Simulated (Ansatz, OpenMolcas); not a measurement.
How basis sets differ on SO2F2 (sulfuryl fluoride)

SO2F2 has 5 atoms, charge 0, and is taken as a singlet. SMILES: `O=S(=O)(F)F`. Geometry: relaxed at PBE0-D4/def2-TZVP.

Each level gives the HOMO–LUMO gap (eV). The values are calculated.

```tsv
level	kind	program	value (eV)	CPU time
HF/ANO-R0 (sfX2C)	Hartree–Fock	OpenMolcas	18.70	4.2 s
HF/STO-3G	Hartree–Fock	Ansatz	19.14	0.5 s
HF/3-21G	Hartree–Fock	Ansatz	19.71	0.42 s
HF/def2-SVP	Hartree–Fock	Ansatz	20.79	1.9 s
HF/6-311G**	Hartree–Fock	OpenMolcas	20.35	11 s
HF/6-311+G**	Hartree–Fock	OpenMolcas	16.92	19 s
```

The values span 16.92 to 20.79 eV. A Hartree–Fock LUMO above zero doesn't converge with the basis: it sinks as sets grow more diffuse. Orbital gaps aren't excitation energies. CPU times are rough (shared hosts, several kinds of processor and program).

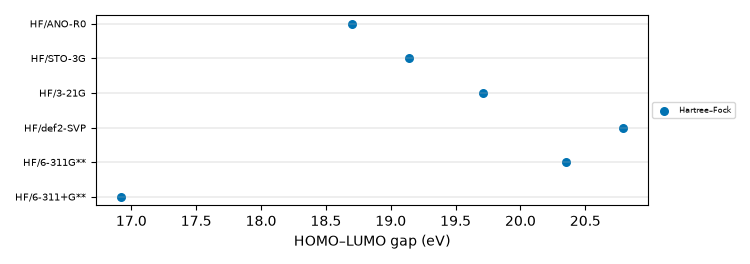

The values of the table, level by level.
